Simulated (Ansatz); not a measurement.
## Cu(111) film, 5 layers, flat: channels in plane against thickness

Aim: the ballistic channels of flat films against thickness, first Cu(111) film, 5 layers, flat.

Main program and level: Ansatz 0.2.0; Ansatz plane-wave DFT, PBE, PAW files; ballistic transport by layer matching (Landauer), zero bias; PAW set soft_1.

### Step 1. Set-up

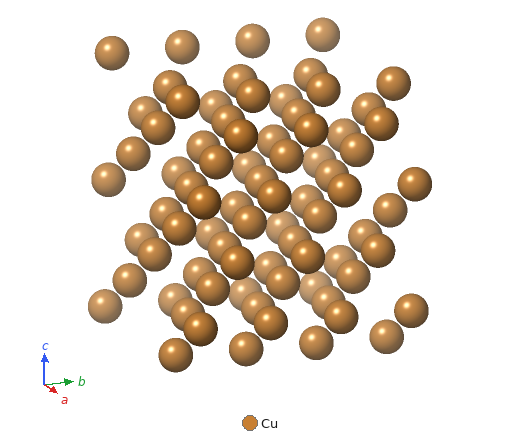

The cell as given, from the side, with the c axis up (copper orange). 1×3×2 cells are drawn. Some periodic images of atoms are drawn too.

The cell holds 10 atoms: 10 Cu. Its edges and angles: a = 19.348 Å, b = 2.556 Å, c = 4.427 Å, α = 90.0°, β = 90.0°, γ = 90.0°. It derives from Cu. Vacuum lies along a. The structure's axis is c.

### Step 2. With 5 layers

Vacuum lies along the first vector, which takes one k-point, and the current runs in the film's plane. One period is a perfect wire, so its channels are the result. Energies from -0.27 to 0.27 eV in steps of 0.036 eV cover the slope of the Fermi function at 300 K, so the program can form a conductance.

The input, input.yaml:

```yaml
crystal:
  lattice:
    - [19.3483925164, 0.0, 0.0]
    - [0.0, 2.5561627297, 0.0]
    - [0.0, 0.0, 4.4274037203]
  atoms:
    - { symbol: Cu, position: [0.2325774607, 0.0, 0.0] }
    - { symbol: Cu, position: [0.2325774607, 0.5, 0.5] }
    - { symbol: Cu, position: [0.3404467903, 0.0, 0.3333333333] }
    - { symbol: Cu, position: [0.3404467903, 0.5, 0.8333333333] }
    - { symbol: Cu, position: [0.4483161198, 0.0, 0.6666666667] }
    - { symbol: Cu, position: [0.4483161198, 0.5, 0.1666666667] }
    - { symbol: Cu, position: [0.5561854494, 0.0, 0.0] }
    - { symbol: Cu, position: [0.5561854494, 0.5, 0.5] }
    - { symbol: Cu, position: [0.664054779, 0.0, 0.3333333333] }
    - { symbol: Cu, position: [0.664054779, 0.5, 0.8333333333] }
kpoints:
  mp_grid: { grid: [1, 16, 10] }
hamiltonian:
  xc: pbe
  pseudopotentials: { kind: paw, azcp: { folder: soft_1 } }
scf:
  occupations: { method: fermi_dirac, width: 0.1 }
output:
  transmission:
    leads: [[0, 0]]
    kmesh: [1, 36]
    e_range: [-0.27, 0.27]
    de: 0.036
```

Started as:

```
$ ansatz run input.yaml --threads 4 --pin off --max-ram 8192MiB --backend cpu --events-out ev --progress --plain --runs-dir out
```

Numbers of over 12 decimals in the logs are rounded to 6 here.

What it wrote:

```text
Engine: ansatz 0.2.0, aarch64-unknown-linux-gnu
Pseudopotentials: kind: paw
Pseudopotential: Cu, paw, valence charge 19, recommended cutoff 420 eV (normal), soft_1/Cu.paw.azcp
Functional definition: PBE
  parameter kappa = 0.804
  parameter beta = 0.066725
  exchange = pbe_x(kappa = kappa, mu = beta*pi^2/3)
  correlation = pbe_c(beta = beta)
Crystal: 10 atoms, lattice volume = 218.969 Å³
Basis set: ecut = 420 eV, 4347 PW (Γ)
Bands: 114, of which v1, the nominal top of the filled ones, is band 95 counted from 1 (94 counted from 0)
Symmetry: 8 space group operations
Space group: P-3m1 (ITA 164), of the structure as read, at distance tolerance 6.0e-5 Å
k-points: 54 of 160
Non-local potential: Cu, projectors of the file, l = 0: 3, l = 1: 2, l = 2: 3, l = 3: 1
PAW form: soft (Blöchl's): semilocal exchange-correlation on the pseudo side does not see the compensation charge
PAW one-centre angular grid: Cu, 590 points (default); XC on 64 Gauss nodes
Initial density: superposition of atomic densities (neutral atoms: chi_scale 0, normalization atom)
Initial wavefunctions: pseudopotential atomic-orbital guess
Functional: x = pbe(κ = 0.804, μ = 0.219515), c = pbe(β = 0.066725)
SCF iter   1: F=—  HF=-66258.443833 eV  |F-HF|=—  |Δ(HF+E_count)|=         —  Δρ=1.91e-1  dr2=4.84e1  ethr=3.10e-3  ⟨swp⟩=6.0  Hψ=23481  notcnv=0  defer=121
preconditioner: auto → LDOS  [metal: Δε(μ)=0.017 eV  Ē_g=7.875 eV  σ=0.100 eV  W_gap=0.04  n_scr=56 (ndim 8)  ℏωp=26.3 eV  f_vac=0.427  D(μ)=4.86/eV (n_scr^D=30)  β→1.0]
SCF iter   2: F=—  HF=-66314.379928 eV  |F-HF|=—  |Δ(HF+E_count)|=    5.59e1  Δρ=3.97e-1  dr2=1.88e2  ethr=3.10e-3  ⟨swp⟩=4.0  Hψ=20068  notcnv=0  defer=418  recentre
SCF iter   3: F=—  HF=-66250.641525 eV  |F-HF|=—  |Δ(HF+E_count)|=    6.37e1  Δρ=5.04e-2  dr2=3.78e0  ethr=3.10e-3  ⟨swp⟩=4.0  Hψ=16702  notcnv=0  defer=458
SCF iter   4: F=—  HF=-66250.129810 eV  |F-HF|=—  |Δ(HF+E_count)|=   5.12e-1  Δρ=2.30e-2  dr2=6.41e-1  ethr=1.99e-3  ⟨swp⟩=2.1  Hψ=10534  notcnv=0  defer=424
SCF iter   5: F=—  HF=-66250.001001 eV  |F-HF|=—  |Δ(HF+E_count)|=   1.29e-1  Δρ=6.07e-3  dr2=6.59e-2  ethr=3.38e-4  ⟨swp⟩=2.0  Hψ=10416  notcnv=0  defer=428
SCF iter   6: F=—  HF=-66250.003830 eV  |F-HF|=—  |Δ(HF+E_count)|=   2.83e-3  Δρ=1.85e-3  dr2=7.69e-3  ethr=3.47e-5  ⟨swp⟩=2.0  Hψ=8789  notcnv=0  defer=428
SCF iter   7: F=—  HF=-66250.005273 eV  |F-HF|=—  |Δ(HF+E_count)|=   1.44e-3  Δρ=5.91e-4  dr2=7.26e-4  ethr=4.05e-6  ⟨swp⟩=2.0  Hψ=8790  notcnv=0  defer=428
SCF iter   8: F=—  HF=-66250.005982 eV  |F-HF|=—  |Δ(HF+E_count)|=   7.08e-4  Δρ=3.33e-4  dr2=3.04e-4  ethr=3.82e-7  ⟨swp⟩=2.2  Hψ=9017  notcnv=0  defer=428
SCF iter   9: F=—  HF=-66250.005977 eV  |F-HF|=—  |Δ(HF+E_count)|=   4.35e-6  Δρ=1.51e-4  dr2=9.42e-5  ethr=1.60e-7  ⟨swp⟩=2.0  Hψ=6516  notcnv=0  defer=428
SCF iter  10: F=—  HF=-66250.006039 eV  |F-HF|=—  |Δ(HF+E_count)|=   6.16e-5  Δρ=3.57e-5  dr2=4.57e-6  ethr=4.96e-8  ⟨swp⟩=1.9  Hψ=7938  notcnv=0  defer=428
SCF iter  11: F=-66250.006040 eV  HF=-66250.006040 eV  |F-HF|=1.40e-7  |Δ(HF+E_count)|=   9.43e-7  Δρ=6.48e-6  dr2=4.44e-8  ethr=5.26e-11  ⟨swp⟩=10.6  Hψ=29054  notcnv=0
SCF 1 converged in 11 iterations: F = -66250.006040 eV  dr2 = 4.44e-8
  greatest PAW one-centre occupation: 1.000 electrons in one spin orbital (limit 2), on the Cu atom at site 9 (counted from 0), in its partial waves of l = 0
transmission: 12 of 114 steps passed
transmission: 24 of 114 steps passed
[...]
transmission: 114 of 114 steps passed
SCF converged after 11 iterations
Free energy (F): -66250.006040 eV
Harris-Foulkes:  -66250.006040 eV  (|F-HF|=1.40e-7)
Internal energy: -66249.888164 eV  (E = F + TS)
E sigma→0 (E₀):  -66249.947102 eV
Entropy (-TS):   -0.117876 eV (-11.788 meV/atom)
Fermi energy:    6.654309 eV
--- Per-component energies (eV) ---
  E_band       = -5488.928532
  E_kinetic    = 2613.870467
  E_local      = -250035.908418  (includes V_loc(G=0)·N_el)
  E_nonlocal   = 8911.079681
  E_hartree    = 120669.633902
  E_xc         = -685.056617
  E_vxc        = -884.134413  (∫ρ·V_xc dr)
  E_paw        = -18160.104744  (= ΣΔE_a)
  E_vpaw       = -7433.093646  (= ΣTr[D̂ρ^β])
  E_aug_tail   = 0.009716  (compensation charges beyond the density's cutoff)
  E_ewald      = 70436.587849
  E_smearing   = -0.117876  (= −TS)
  E_closure    = -0.000000  (closes the sum)
  Σ components = -66250.006040   (vs F -66250.006040, Δ=0.00e0)
--- Band table (eV; the first three rows and the last of 54) ---
  k-point 0: bands = [... 91 lower, 5.1706, 5.3519, 5.3543, 5.6682, 6.2644, 6.3479, 7.1401, 7.7056, ... 15 higher]
  k-point 1: bands = [... 91 lower, 5.1512, 5.3179, 5.3221, 5.8050, 5.8639, 6.4634, 6.5801, 7.0932, ... 15 higher]
  k-point 2: bands = [... 91 lower, 5.1454, 5.1707, 5.2224, 5.2356, 5.5868, 6.2450, 6.2620, 7.1159, ... 15 higher]
  k-point 53: bands = [... 91 lower, 6.2645, 7.1402, 7.1402, 7.7059, 7.7059, 8.0695, 8.0695, 8.1828, ... 15 higher]
--- Transmission ---
  basis      : 445 plane waves across, 6 finite elements along
  points     : 19, standing for a mesh of 1 x 36
  filling    : by the input's occupations and mesh, since the crystals that have channels conduct as metals do. If one of these is a semiconductor, that mesh has misplaced its level
  energies   : 16 from -0.270000 to 0.270000 eV about the Fermi level, 0.036000 eV apart; the leads are filled to 0.000000 eV, and channels, transmission and decay are at 0.018000 eV
  crystal 0  : Cu10, at the sites [0, 0], period 4.4274 Å: whole cells are its period
    offset         : up to 0.0000 Å between an atom of the period and one for which it stands
    filled         : 13.3 meV under the level at which it is neutral
    channels       : 3.916667e0 a spin
    conductance    : 6.0330e14 S/m² at 300 K; may be off by some 0.0 % by where its bands' edges are placed, 4.6 % from the k-mesh, 0.5 % from the distance to neutral
    slowest decay  : 0.2402 /Å at (0.0000, 0.5000)
```

It took 8.4 min on 4 threads of Arm Neoverse V2, shared host; peak memory 2.5 GiB; 32 min of CPU time.

This step gave:

```
free energy                                    : -66250.0060 eV
energy at zero smearing                        : -66249.9471 eV
Fermi energy                                   : 6.654 eV
cell area                                      : 49.46 Å²
open channels per spin nearest the Fermi level : 3.806
estimated errors of the lead's conductance     : 0, 4.6, 0.5 % (band edges, k-mesh, distance from neutral)
lead conductance per cell                      : 3.851 G₀
```

Per spin. The open channels, zone mean, lead by energy, zero at the Fermi level:

| energy (eV) | open channels, zone mean, lead |
| --- | --- |
| -0.270 | 3.75 |
| -0.234 | 3.75 |
| -0.198 | 3.81 |
| -0.162 | 3.75 |
| -0.126 | 3.69 |
| -0.090 | 3.75 |
| -0.054 | 3.81 |
| -0.018 | 3.81 |
| 0.018 | 3.92 |
| 0.054 | 3.97 |
| 0.090 | 3.92 |
| 0.126 | 3.86 |
| 0.162 | 3.92 |
| 0.198 | 4.03 |
| 0.234 | 3.97 |
| 0.270 | 3.97 |

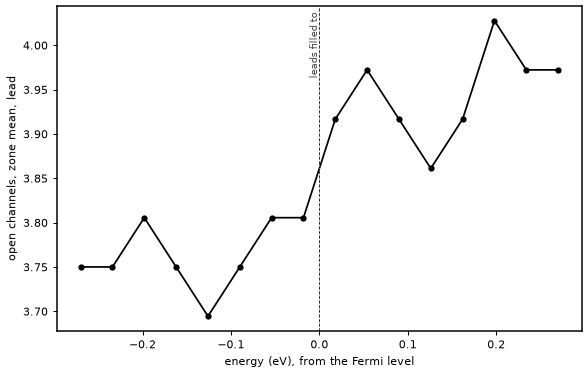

Open channels, zone mean, lead, plotted against energy.

The program's largest error estimate for it is 4.6 %, from the k-mesh.

### Step 3. With 6 layers, thickness 12.523 A

The film grows to 6 layers.

System of this step: Cu(111) film, 6 layers, flat. The cell holds 12 atoms: 12 Cu. Its edges and angles: a = 21.435 Å, b = 2.556 Å, c = 4.427 Å, α = 90.0°, β = 90.0°, γ = 90.0°. It derives from Cu. Vacuum lies along a. The structure's axis is c.

input.yaml, the sections that differ from step 2:

```yaml
crystal:
  lattice:
    - [21.4354906455, 0.0, 0.0]
    - [0.0, 2.5561627297, 0.0]
    - [0.0, 0.0, 4.4274037203]
  atoms:
    - { symbol: Cu, position: [0.2099322136, 0.0, 0.0] }
    - { symbol: Cu, position: [0.2099322136, 0.5, 0.5] }
    - { symbol: Cu, position: [0.3072986869, 0.0, 0.3333333333] }
    - { symbol: Cu, position: [0.3072986869, 0.5, 0.8333333333] }
    - { symbol: Cu, position: [0.4046651603, 0.0, 0.6666666667] }
    - { symbol: Cu, position: [0.4046651603, 0.5, 0.1666666667] }
    - { symbol: Cu, position: [0.5020316337, 0.0, 0.0] }
    - { symbol: Cu, position: [0.5020316337, 0.5, 0.5] }
    - { symbol: Cu, position: [0.599398107, 0.0, 0.3333333333] }
    - { symbol: Cu, position: [0.599398107, 0.5, 0.8333333333] }
    - { symbol: Cu, position: [0.6967645804, 0.0, 0.6666666667] }
    - { symbol: Cu, position: [0.6967645804, 0.5, 0.1666666667] }
# kpoints, hamiltonian, scf, output: as in step 2
```

What it wrote:

```text
[...]
Crystal: 12 atoms, lattice volume = 242.589 Å³
Basis set: ecut = 420 eV, 4813 PW (Γ)
Bands: 137, of which v1, the nominal top of the filled ones, is band 114 counted from 1 (113 counted from 0)
[... 1 set-up line as in the run before ...]
[...]
k-points: 54 of 160
[...]
--- Transmission ---
  basis      : 487 plane waves across, 6 finite elements along
  points     : 19, standing for a mesh of 1 x 36
[...]
crystal 0  : Cu12, at the sites [0, 0], period 4.4274 Å: whole cells are its period
[...]
filled         : 20.9 meV under the level at which it is neutral
    channels       : 4.500000e0 a spin
[...]
slowest decay  : 0.0976 /Å at (0.0000, 0.5000)
[key lines of the parts left out:]
SCF converged after 11 iterations
Free energy (F): -79500.393721 eV
Fermi energy:    7.601703 eV
```

It took 13 min on 4 threads; peak memory 3.1 GiB; 48 min of CPU time.

Numbers from this step:

| Item | Value |
| --- | --- |
| free energy | -79500.3937 eV |
| energy at zero smearing | -79500.3318 eV |
| Fermi energy | 7.602 eV |
| cell area | 54.79 Å² |
| open channels per spin nearest the Fermi level | 4.556 |
| estimated errors of the lead's conductance | 0, 4.1, 0.6 % (band edges, k-mesh, distance from neutral) |
| lead conductance per cell | 4.553 G₀ |

Per spin. Open channels, zone mean, lead against energy, zero at the Fermi level:

```
energy (eV)  open channels, zone mean, lead
     -0.270                            4.39
     -0.234                            4.44
     -0.198                            4.39
     -0.162                            4.44
     -0.126                             4.5
     -0.090                             4.5
     -0.054                             4.5
     -0.018                            4.56
      0.018                             4.5
      0.054                            4.67
      0.090                            4.78
      0.126                            4.78
      0.162                            4.78
      0.198                            4.78
      0.234                            4.78
      0.270                            4.69
```

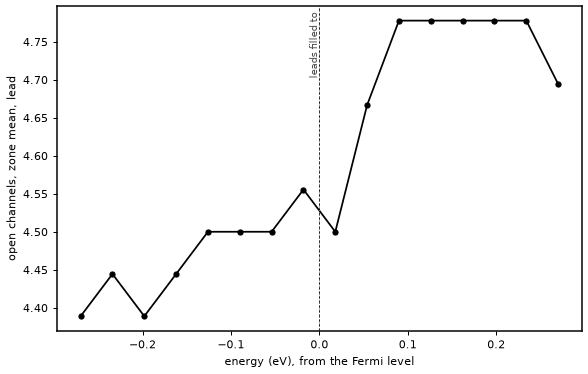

Open channels, zone mean, lead against energy.

The lead conductance per cell is 4.55 G₀, 18 % over the 3.85 G₀ of the last finished run.

### Step 4. With 7 layers, thickness 14.61 A

The film grows to 7 layers.

System of this step: Cu(111) film, 7 layers, flat. The cell holds 14 atoms: 14 Cu. Its edges and angles: a = 23.523 Å, b = 2.556 Å, c = 4.427 Å, α = 90.0°, β = 90.0°, γ = 90.0°. It derives from Cu. Vacuum lies along a. The structure's axis is c.

input.yaml, the sections that differ from step 3:

```yaml
crystal:
  lattice:
    - [23.5225887747, 0.0, 0.0]
    - [0.0, 2.5561627297, 0.0]
    - [0.0, 0.0, 4.4274037203]
  atoms:
    - { symbol: Cu, position: [0.1913054742, 0.0, 0.0] }
    - { symbol: Cu, position: [0.1913054742, 0.5, 0.5] }
    - { symbol: Cu, position: [0.2800328736, 0.0, 0.3333333333] }
    - { symbol: Cu, position: [0.2800328736, 0.5, 0.8333333333] }
    - { symbol: Cu, position: [0.368760273, 0.0, 0.6666666667] }
    - { symbol: Cu, position: [0.368760273, 0.5, 0.1666666667] }
    - { symbol: Cu, position: [0.4574876724, 0.0, 0.0] }
    - { symbol: Cu, position: [0.4574876724, 0.5, 0.5] }
    - { symbol: Cu, position: [0.5462150718, 0.0, 0.3333333333] }
    - { symbol: Cu, position: [0.5462150718, 0.5, 0.8333333333] }
    - { symbol: Cu, position: [0.6349424712, 0.0, 0.6666666667] }
    - { symbol: Cu, position: [0.6349424712, 0.5, 0.1666666667] }
    - { symbol: Cu, position: [0.7236698706, 0.0, 0.0] }
    - { symbol: Cu, position: [0.7236698706, 0.5, 0.5] }
# kpoints, hamiltonian, scf, output: as in step 3
```

What it wrote:

```text
[...]
Crystal: 14 atoms, lattice volume = 266.209 Å³
Basis set: ecut = 420 eV, 5233 PW (Γ)
Bands: 160, of which v1, the nominal top of the filled ones, is band 133 counted from 1 (132 counted from 0)
[... 1 set-up line as in the run before ...]
[...]
k-points: 54 of 160
[...]
k-point 53: bands = [... 129 lower, 8.4584, 9.0162, 9.0162, 9.3856, 9.3856, 9.6292, 9.6292, 9.8405, ... 23 higher]
--- Transmission ---
  basis      : 535 plane waves across, 6 finite elements along
  points     : 19, standing for a mesh of 1 x 36
[...]
crystal 0  : Cu14, at the sites [0, 0], period 4.4274 Å: whole cells are its period
[...]
filled         : 1.7 meV under the level at which it is neutral
    channels       : 5.416667e0 a spin
[...]
[key lines of the parts left out:]
SCF converged after 12 iterations
Free energy (F): -92750.755991 eV
Fermi energy:    8.379009 eV
```

Run time: 19 min. Hardware: 4 threads; peak memory 3.8 GiB; 74 min of CPU time.

This step gave:

```
free energy                                    : -92750.7560 eV
energy at zero smearing                        : -92750.6753 eV
Fermi energy                                   : 8.379 eV
cell area                                      : 60.13 Å²
open channels per spin nearest the Fermi level : 5.417
estimated errors of the lead's conductance     : 0, 4.1, 0 % (band edges, k-mesh, distance from neutral)
lead conductance per cell                      : 5.382 G₀
```

Per spin. Table of open channels, zone mean, lead by energy, zero at the Fermi level:

```
energy (eV)  open channels, zone mean, lead
     -0.270                            5.08
     -0.234                            5.03
     -0.198                            5.03
     -0.162                            5.19
     -0.126                            5.25
     -0.090                            5.31
     -0.054                            5.31
     -0.018                            5.42
      0.018                            5.42
      0.054                            5.42
      0.090                            5.33
      0.126                            5.33
      0.162                            5.33
      0.198                            5.39
      0.234                            5.39
      0.270                            5.28
```

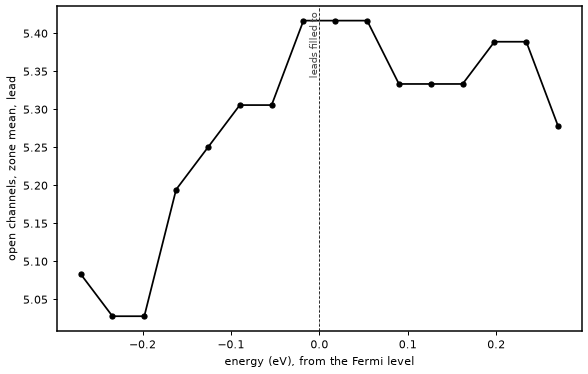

Open channels, zone mean, lead against energy.

The lead conductance per cell is 5.38 G₀, 18 % over the 4.55 G₀ of the last finished run.

### Step 5. The ladder

Times are for 4 threads of Arm Neoverse V2, shared host. Results by setting:

```csv
no.,layers,lead conductance per cell (G₀),time,memory (GiB)
1,5,3.851,8.4 min,2.5
2,6,4.553,13 min,3.1
3,7,5.382,19 min,3.8
```

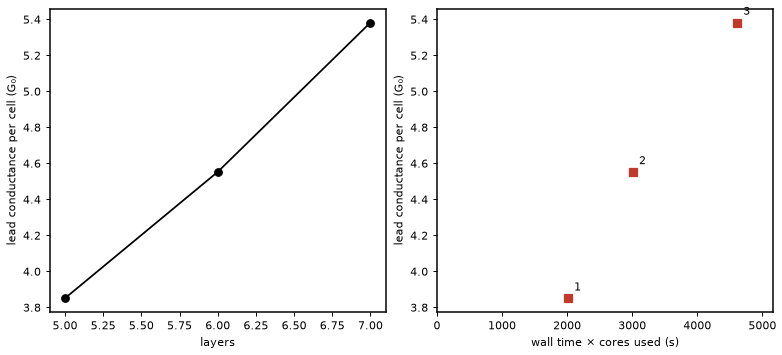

The series as plots; the last panel sets the first result against cost, with the runs numbered as in the table.

The runs together. Table of open channels, zone mean by energy, zero at the Fermi level:

```
energy (eV)     5     6     7
     -0.270  3.75  4.39  5.08
     -0.234  3.75  4.44  5.03
     -0.198  3.81  4.39  5.03
     -0.162  3.75  4.44  5.19
     -0.126  3.69   4.5  5.25
     -0.090  3.75   4.5  5.31
     -0.054  3.81   4.5  5.31
     -0.018  3.81  4.56  5.42
      0.018  3.92   4.5  5.42
      0.054  3.97  4.67  5.42
      0.090  3.92  4.78  5.33
      0.126  3.86  4.78  5.33
      0.162  3.92  4.78  5.33
      0.198  4.03  4.78  5.39
      0.234  3.97  4.78  5.39
      0.270  3.97  4.69  5.28
```

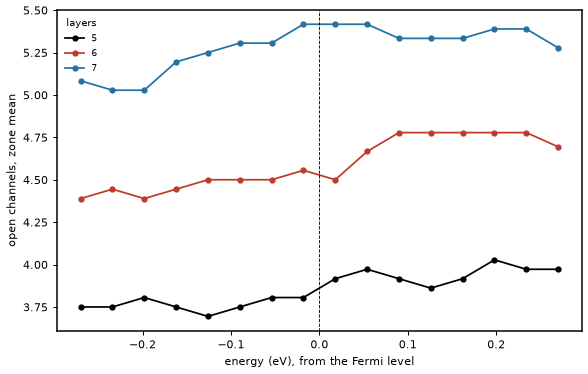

Open channels, zone mean, plotted against energy.

### Step 6. What came out

| Property | Result |
| --- | --- |
| conductance per cell, 5 layers | 3.85 G₀ |
| conductance per cell, 6 layers | 4.55 G₀ |
| conductance per cell, 7 layers | 5.38 G₀ |

The conductance per cell width goes from 3.85 G0 at 5 to 5.38 G0 at 7 layers. Over the film's own cross-section (layers × spacing × width) the conductance runs from 1.1 to 1.1×10¹⁵ S/m²; that nominal section leaves out the charge that spills into the vacuum, which flatters the thinnest films. The gains from one thickness to the next are 0.70 and 0.83 G0 per added layer; their spread isn't beyond the error estimates. The film repeats perfectly along the current, so nothing scatters; its faces are clean and not relaxed.

[Logs are printed without paths, hosts, clocks, repeated set-up lines and the standing remarks that a program may print on its own settings, such as how far it seeks lower states.]

[Hosts, paths, dates, database ids (printed as entryN), source tags and the programs' standing remarks are cut or masked in the printed files.]
